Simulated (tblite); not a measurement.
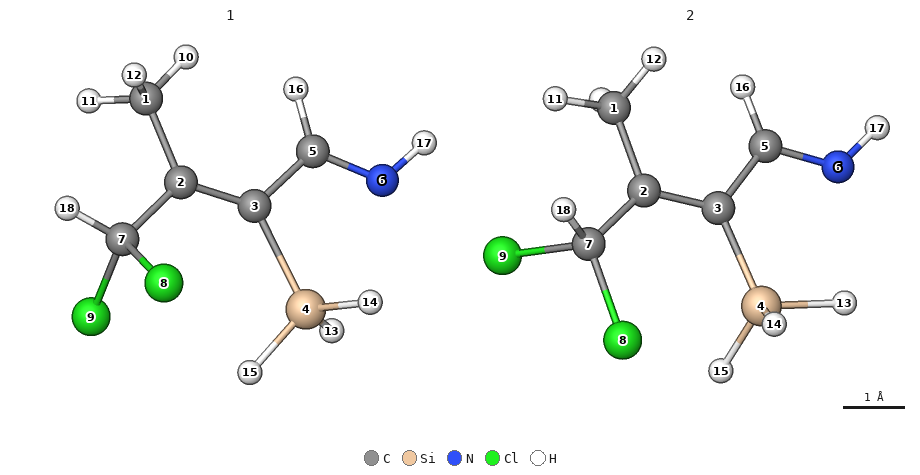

Two geometries of C$_{5}$H$_{9}$Cl$_{2}$NSi, drawn at one scale. One is the start of a relaxation, the other its converged end. Style: ball-and-stick. Shown at a tilt.

Method: GFN2-xTB geometry optimisation, gas phase (tblite). 

Question: Which of the two is the end point?

Answer: Structure 1 is the relaxed one. H13 moves most after the best rigid fit: 1.48 Å. By element the largest moves are H 1.48 Å, Cl 1.34 Å, Si 0.33 Å, N 0.31 Å, C 0.28 Å. Near-neighbour distances that change, for instance: Si4–Cl8 2.629 → 3.400 Å, Si4–N6 2.983 → 2.635 Å, C3–Si4 1.804 → 1.911 Å, C7–Cl8 1.738 → 1.780 Å. Among the angles between lasting bonds that change: Si4–C3–C5 120.6° → 106.6°, H13–Si4–H14 103.9° → 115.6°, C1–C2–C3 116.9° → 126.5°. Groups turn about C1–C2 by about 65°, C2–C7 by about 55°, C3–Si4 by about 55°. After 195 geometry steps the energy has fallen by 1.001 eV.
